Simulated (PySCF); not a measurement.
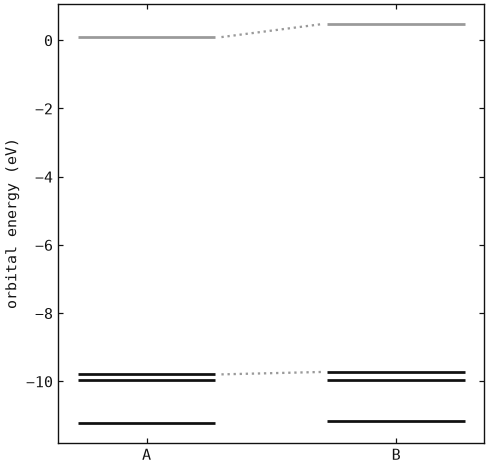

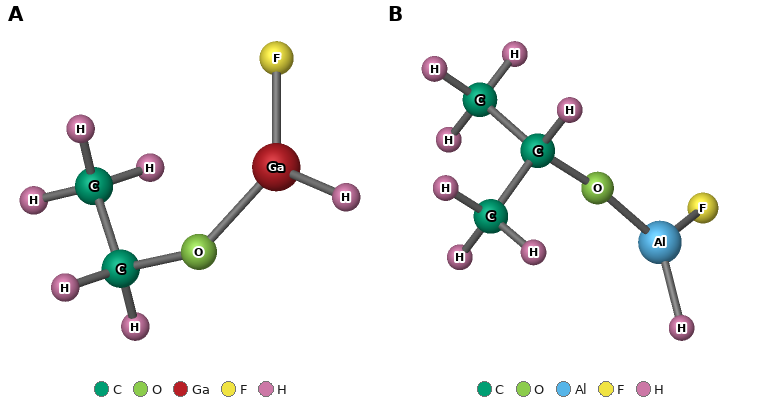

Related molecules: A is C₂H₆FGaO, SMILES CC[O][GaH][F], singlet; B is C₃H₈AlFO, SMILES CC(C)[O][AlH][F], singlet. Frontier orbital energies, CAM-B3LYP/def2-SVPD with PySCF 2.14.0, at a GFN2-xTB geometry (no frequency check); drawn are at most three filled levels and, in grey, the LUMO with any level within 0.03 eV of it; dotted lines join the HOMOs and the LUMOs.

What does the change do to the frontier levels?

From A to B the HOMO rises by 0.07 eV and the LUMO rises by 0.38 eV, so the separation goes from 9.89 to 10.19 eV.

Limits of at least one run: empty levels above zero depend strongly on the basis; one conformer of a flexible molecule; the tight-binding geometry is rougher than a DFT one and adds to the error.
